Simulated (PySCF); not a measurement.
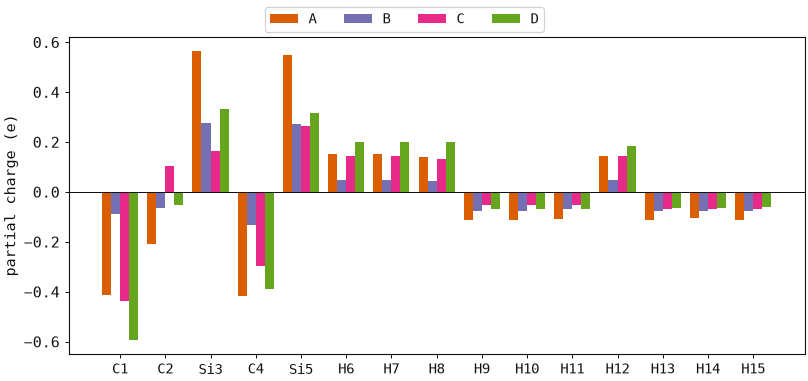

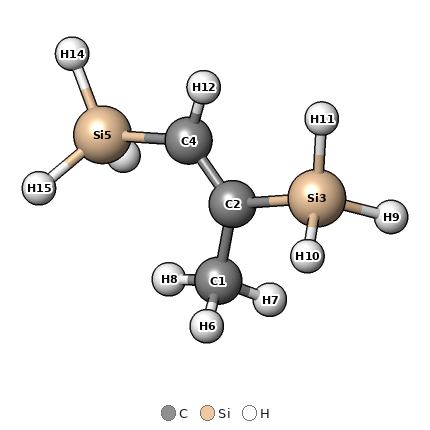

Atomic charges of C₃H₁₀Si₂, SMILES C/C([SiH3])=C\[SiH3] by 4 schemes, PBE0/6-31G(d), PySCF 2.14.0, at a PBE0-D3(BJ)/def2-SVP geometry (no frequency check).

> The schemes are ESP fit, Hirshfeld, IAO and Mulliken. Which series is which?

A: IAO (Si3 0.56 e); B: Hirshfeld (Si3 0.28 e); C: ESP fit (Si3 0.16 e); D: Mulliken (Si3 0.33 e).
